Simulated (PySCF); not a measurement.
SMILES CC(=O)[SiH2]c1ccco1 (C6H8O2Si) at its GFN2-xTB optimised geometry (Å):

```
17

C     -1.5663    -3.2426    -0.2372
C     -0.6816    -2.0341    -0.0840
O      0.5220    -2.1294    -0.0119
Si    -1.5848    -0.3310     0.0038
C     -0.3004     1.0192     0.0000
C      1.0706     1.0192     0.0000
C      1.4765     2.3705     0.0000
C      0.3274     3.1023     0.0001
O     -0.7465     2.3035     0.0004
H     -0.9830    -4.1608    -0.2381
H     -2.2881    -3.2611     0.5759
H     -2.1192    -3.1569    -1.1700
H     -2.3855    -0.3203     1.2349
H     -2.4791    -0.2330    -1.1565
H      1.6940     0.1489     0.0003
H      2.4791     2.7469    -0.0002
H      0.1533     4.1608    -0.0005
```

Computed with PBE0/def2-SVP in PySCF.

Map of the electrostatic potential (hartree/e), clipped to [-0.08, 0.12] on the plane z = 1.0 Å:

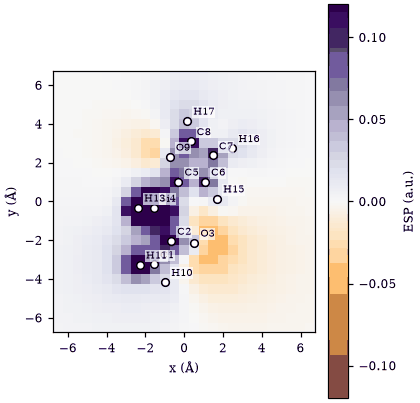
Electrostatic potential (hartree/e), clipped to [-0.08, 0.12] on the plane z = 1.0 Å.
